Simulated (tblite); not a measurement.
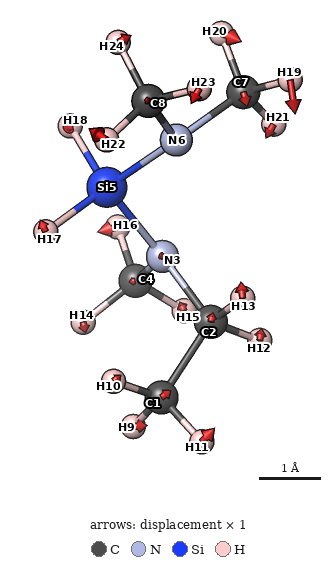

A relaxation of C5H16N2Si. The starting structure is drawn; red arrows show the displacements, at their true length. The two geometries are superimposed by the best rigid fit.

A ball-and-stick model, seen from a free direction.

Theory: GFN2-xTB geometry optimisation, gas phase (tblite 0.8.0). 

Q: What did the optimiser do to the structure, and how much energy did it gain?

A: H19 moves most after the best rigid fit: 0.59 Å. Largest moves by element: H 0.59 Å, C 0.27 Å, N 0.09 Å, Si 0.08 Å. Among the contacts that change: C2–N3 1.481 → 1.445 Å, C4–H16 1.118 → 1.087 Å, N6–C7 1.463 → 1.442 Å, C1–H10 1.100 → 1.087 Å. Bond angles that change, for instance: N3–Si5–H17 109.1° → 117.0°, N6–Si5–H18 109.1° → 116.2°, N3–Si5–H18 110.0° → 104.3°. Over 115 geometry steps the energy falls by 0.241 eV.
